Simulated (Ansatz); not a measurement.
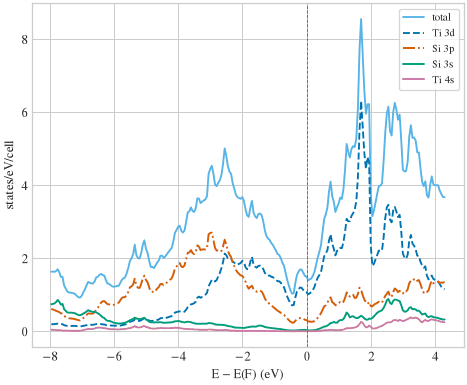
Total and projected density of states of TiSi₂ in space group Cmcm (No. 63; Si on 4c, Si on 4c, Ti on 4c), plane-wave PAW LDA (Ansatz code)

Which orbitals carry the states next to the Fermi level?

Within 0.5 eV of the Fermi level: Ti 3d 71 %, Si 3p 20 %. Projections are on Löwdin-orthogonalised atomic valence shells; empty p or d shells of many metals are not among them.

Where is the tallest occupied peak in this window, and what makes it?

Near -2.5 eV, about 5.0 states/eV per cell; the largest projected share is Si 3p.

The cell was relaxed with LDA under the symmetry of its start; of distortions, only those at the zone centre were tested. No spin polarisation was allowed.

Potentials: the later of the program's two PAW sets.
